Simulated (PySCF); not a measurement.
# C₆H₁₁NSi₂: NMR shifts

What NMR shifts should C₆H₁₁NSi₂ (`[SiH3]N([SiH3])c1ccccc1`) show?

The runs use PySCF 2.14.0, with density-fitted response routines of our own; the level of theory stands in each step. All values are computed, except where a source is named. Atoms count from 0, in the outputs and in this text.

**1. Starting geometry**

20 atoms, charge 0, multiplicity 1; geometry from: GFN2-xTB.

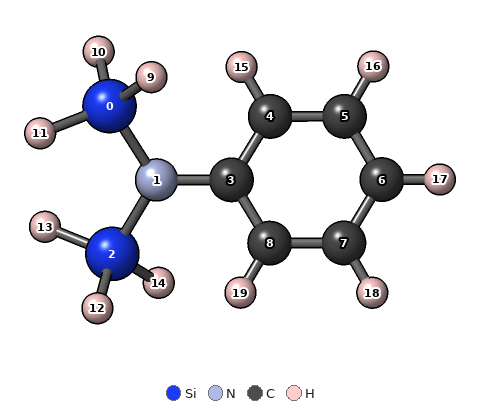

The starting geometry (silicon blue, nitrogen light blue, carbon dark grey, hydrogen pink), atoms numbered; sticks join atoms by distance.

**2. Shielding tensors: PBE0/pcSseg-1**

Job settings and geometry (Å):

```
{"job": {"kind": "nmr", "xc": "PBE0", "basis": "pcSseg-1"}, "charge": 0, "multiplicity": 1}
Si     2.094783    -1.034370     1.136780
N      1.235460     0.140395     0.171708
Si     2.046028     1.503104    -0.560113
C     -0.137815    -0.014566    -0.019814
C     -0.706217    -1.281521    -0.140986
C     -2.066397    -1.434297    -0.328962
C     -2.893413    -0.326491    -0.403969
C     -2.340743     0.937444    -0.285994
C     -0.981289     1.092673    -0.094325
H      1.170676    -1.514215     2.162614
H      2.579677    -2.139131     0.300866
H      3.225416    -0.329364     1.733699
H      2.033839     2.660781     0.341798
H      3.421294     1.079829    -0.807354
H      1.351936     1.801666    -1.811347
H     -0.065360    -2.150129    -0.104991
H     -2.481680    -2.427612    -0.423701
H     -3.955853    -0.446754    -0.552070
H     -2.973900     1.811912    -0.336318
H     -0.561590     2.081327     0.019444
```

Method: GIAO PBE0/pcSseg-1 NMR shielding, non-relativistic, gas phase.

The program printed:

```text
coarse grid: 17648 points
cycle   1  E = -868.2656418448  dE =  1.328e+00  |g| = 4.486e-01  |ddm| = 4.391e+00
cycle   2  E = -868.2524118526  dE =  1.323e-02  |g| = 5.191e-01  |ddm| = 1.091e+00
cycle   3  E = -868.3154243902  dE = -6.301e-02  |g| = 6.249e-02  |ddm| = 5.587e-01
cycle   4  E = -868.3159253983  dE = -5.010e-04  |g| = 3.754e-02  |ddm| = 8.199e-02
cycle   5  E = -868.3162466776  dE = -3.213e-04  |g| = 6.134e-03  |ddm| = 4.225e-02
cycle   6  E = -868.3162517430  dE = -5.065e-06  |g| = 3.624e-03  |ddm| = 8.772e-03
cycle   7  E = -868.3162552948  dE = -3.552e-06  |g| = 4.306e-04  |ddm| = 4.208e-03
final grid: 161184 points
cycle   8  E = -868.3656109316  dE = -3.055e-05  |g| = 6.865e-03  |ddm| = 4.949e-02
cycle   9  E = -868.3656054336  dE =  5.498e-06  |g| = 8.422e-03  |ddm| = 1.813e-02
cycle  10  E = -868.3656227406  dE = -1.731e-05  |g| = 1.408e-03  |ddm| = 1.020e-02
cycle  11  E = -868.3656232073  dE = -4.667e-07  |g| = 3.213e-04  |ddm| = 1.674e-03
cycle  12  E = -868.3656232334  dE = -2.609e-08  |g| = 7.505e-05  |ddm| = 3.873e-04
cycle  13  E = -868.3656232345  dE = -1.102e-09  |g| = 3.316e-05  |ddm| = 9.237e-05
cycle  14  E = -868.3656232348  dE = -2.699e-10  |g| = 4.228e-06  |ddm| = 3.812e-05
converged SCF energy = -868.3656232348

GIAO shielding tensors (ppm)
atom      isotropic    diamagn.    paramagn.     s11        s22        s33       span
  0 Si     398.463     881.216    -482.754    348.868    385.185    461.335    112.467
  1 N      227.211     334.122    -106.911    176.859    236.108    268.667     91.808
  2 Si     398.496     881.213    -482.717    348.942    385.187    461.360    112.419
  3 C       28.979     253.162    -224.182    -62.115      4.749    144.304    206.419
  4 C       61.464     256.228    -194.764    -32.639     51.561    165.469    198.107
  5 C       52.591     252.965    -200.373    -57.707     39.483    175.998    233.705
  6 C       61.315     254.953    -193.638    -44.633     48.987    179.592    224.225
  7 C       52.581     252.972    -200.390    -57.715     39.464    175.995    233.710
  8 C       61.476     256.189    -194.713    -32.622     51.560    165.489    198.111
  9 H       27.023      30.192      -3.169     23.852     25.768     31.448      7.595
 10 H       26.541      30.050      -3.510     23.129     24.175     32.318      9.189
 11 H       26.819      29.627      -2.809     22.585     26.004     31.867      9.282
 12 H       26.543      30.050      -3.507     23.131     24.176     32.322      9.191
 13 H       26.819      29.625      -2.806     22.584     26.004     31.869      9.285
 14 H       27.023      30.188      -3.165     23.853     25.767     31.449      7.596
 15 H       24.631      34.232      -9.601     20.378     23.546     29.968      9.590
 16 H       24.168      30.118      -5.950     20.735     24.614     27.154      6.419
 17 H       24.535      29.528      -4.993     21.299     25.576     26.729      5.430
 18 H       24.168      30.113      -5.945     20.735     24.616     27.153      6.418
 19 H       24.630      34.217      -9.587     20.381     23.549     29.960      9.579
```

It took 48 s on 1 thread, shared host.

Shifts follow as δ = σ(reference) − σ, with reference shieldings (ppm) from runs at the same level and on the same kind of geometry: ¹H TMS 31.72, ¹³C TMS 186.9, ²⁹Si TMS 349.2, ¹⁵N NH3 267.7. The references are single molecules in the gas phase, so shifts against H2O, NH3, PH3, H3PO4 or CFCl3 are not on the usual liquid scales and can be off by tens of ppm. Atoms listed in one row are averaged.

| atoms | environment | σ (ppm) | δ (ppm) | δ scaled to CDCl3 |
| --- | --- | --- | --- | --- |
| C3 | aromatic carbon bearing nitrogen | 29.0 | 157.9 | 152.2 |
| C5, C7 | aromatic CH | 52.6 | 134.3 | 129.2 |
| C6 | aromatic CH | 61.3 | 125.6 | 120.7 |
| C4, C8 | aromatic CH | 61.5 | 125.5 | 120.5 |
| H16, H18 | hydrogen on an aromatic CH | 24.17 | 7.55 | 7.22 |
| H17 | hydrogen on an aromatic CH | 24.53 | 7.18 | 6.88 |
| H15, H19 | hydrogen on an aromatic CH | 24.63 | 7.09 | 6.79 |
| H9, H10, H11, H12, H13, H14 | hydrogen on a silicon bonded to N | 26.79 | 4.92 | – |
| Si0, Si2 | silicon bonded to N, 3 H | 398.5 | -49.3 | – |
| N1 | aniline-type nitrogen | 227.2 | 40.5 | – |

The scaled column applies a straight-line fit of computed shieldings to shifts measured in CDCl3 (root-mean-square error 0.16 ppm for H, 1.9 ppm for C).

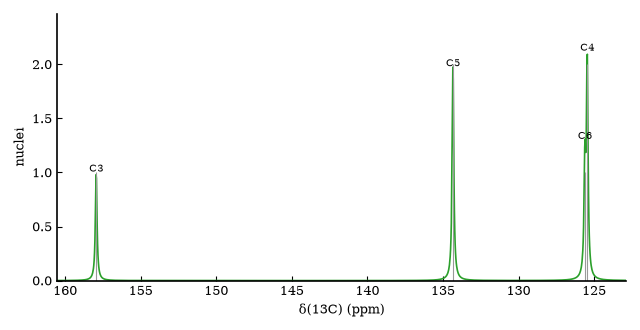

¹³C lines at the computed shifts, without couplings. Lines are broadened to a width of 0.13 ppm (Lorentzian).

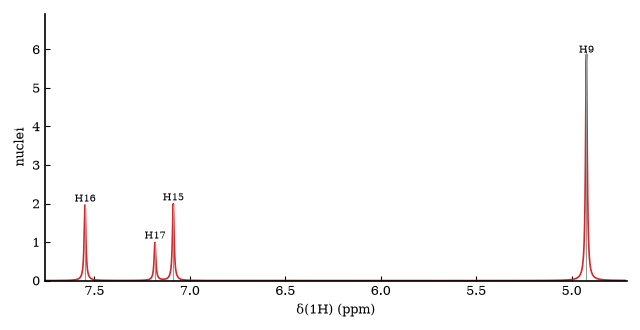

¹H lines at the computed shifts, without couplings. Lines are broadened to a width of 0.01 ppm (Lorentzian).

Charges from the same density, by scheme (e):

| atoms | Mulliken | IAO | Hirshfeld | ESP fit |
| --- | --- | --- | --- | --- |
| Si0, Si2 | 0.60 | 0.73 | 0.35 | 0.47 |
| N1 | -1.01 | -0.74 | -0.24 | -0.50 |
| C3 | 0.29 | 0.12 | 0.05 | 0.42 |
| C4, C8 | -0.14 | -0.19 | -0.07 | -0.33 |
| C5, C7 | -0.06 | -0.14 | -0.05 | -0.09 |
| C6 | -0.08 | -0.17 | -0.06 | -0.24 |

Hirshfeld charges:

Si0 0.35; N1 -0.24; Si2 0.35; C3 0.05; C4 -0.07; C5 -0.05; C6 -0.06; C7 -0.05; C8 -0.07; H9 -0.07; H10 -0.08; H11 -0.07; H12 -0.08; H13 -0.07; H14 -0.07; H15 0.04; H16 0.05; H17 0.05; H18 0.05; H19 0.04

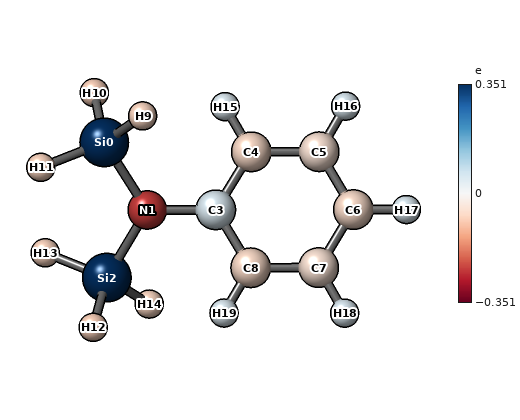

Hirshfeld charges, as colours on the atoms.

Mayer bond orders: Si0–N1 0.89, N1–Si2 0.89, N1–C3 0.83, C3–C4 1.40, C4–C5 1.47, C5–C6 1.43, C6–C7 1.43, C7–C8 1.47, C8–C3 1.40.

**3. Results**

```
                                                                quantity                           value
 ¹³C shifts against TMS (PBE0/pcSseg-1, means over atoms taken as alike)  157.9, 134.3, 125.6, 125.5 ppm
  ¹H shifts against TMS (PBE0/pcSseg-1, means over atoms taken as alike)      7.55, 7.18, 7.09, 4.92 ppm
²⁹Si shifts against TMS (PBE0/pcSseg-1, means over atoms taken as alike)                       -49.3 ppm
                                  ¹⁵N shifts against NH3 (PBE0/pcSseg-1)                        40.5 ppm
```
